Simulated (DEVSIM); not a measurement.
Device: Ti/Al2O3/p-Si capacitor, at 250 K.

| layer (left to right) | material | thickness (nm) | Na (cm⁻³) |
|---|---|---|---|
| 1 | Al2O3 | 9.10 | - |
| 2 | Si | 9300 | 3.8e15 |

Metal gate on the left, work function 4.33 eV. Fixed charge at the semiconductor interface 2e10 cm⁻² (in units of +e); interface traps 8.4e10 cm⁻² eV⁻¹, uniform in energy, neutral level at 0.7 of the gap above the valence band.

This is a model device: material constants are rounded textbook-type values typed into the input, and sizes, dopings and lifetimes were drawn at random. Values at 300 K; Nc and Nv go as T^1.5, mobilities as T to minus their exponent, the gap by Varshni's rule with the affinity fixed.

```csv
parameter,Al2O3,Si
gap (eV),6.8,1.124
affinity (eV),1.35,4.05
permittivity,9,11.7
Nc (cm⁻³),-,2.86e19
Nv (cm⁻³),-,3.1e19
Varshni α (eV/K),-,0.000473
Varshni β (K),-,636
```

DEVSIM, 1D Poisson equation in equilibrium, Boltzmann statistics, complete ionisation; no quantum confinement or tunnelling. Metal contacts follow the ideal Schottky-Mott rule: no Fermi-level pinning, no interface dipoles.

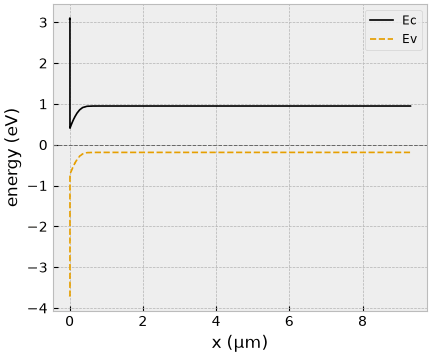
Figure. Band edges at -0.1 V on the gate

Energies count from the Fermi level of the right contact; mesh points crowd at the junctions.

```csv
x (μm),Ec (eV),Ev (eV),n (cm⁻³),p (cm⁻³),field (V/cm)
0.000,3.080,-3.720,< 1e2,< 1e2,27000
0.001448,3.084,-3.716,< 1e2,< 1e2,27000
0.004227,3.091,-3.708,< 1e2,< 1e2,27000
0.007234,3.100,-3.700,< 1e2,< 1e2,27000
0.009224,0.405,-0.731,1.5e11,43000,25000
0.01104,0.409,-0.727,1.2e11,53000,25000
0.01542,0.420,-0.716,7.4e10,87000,24000
0.03245,0.461,-0.675,1.1e10,580000,23000
0.06710,0.538,-0.598,3.0e8,2.1e7,21000
0.1507,0.697,-0.440,200000,3.2e10,16000
0.3527,0.910,-0.227,< 1e2,6.4e14,4900
1.137,0.948,-0.188,< 1e2,3.8e15,≈ 0
2.733,0.948,-0.188,< 1e2,3.8e15,≈ 0
5.996,0.948,-0.188,< 1e2,3.8e15,≈ 0
8.298,0.948,-0.188,< 1e2,3.8e15,≈ 0
8.891,0.948,-0.188,< 1e2,3.8e15,≈ 0
9.137,0.948,-0.188,< 1e2,3.8e15,≈ 0
9.238,0.948,-0.188,< 1e2,3.8e15,≈ 0
9.288,0.948,-0.188,< 1e2,3.8e15,≈ 0
9.301,0.948,-0.188,< 1e2,3.8e15,≈ 0
9.306,0.948,-0.188,< 1e2,3.8e15,≈ 0
9.309,0.948,-0.188,< 1e2,3.8e15,≈ 0
```
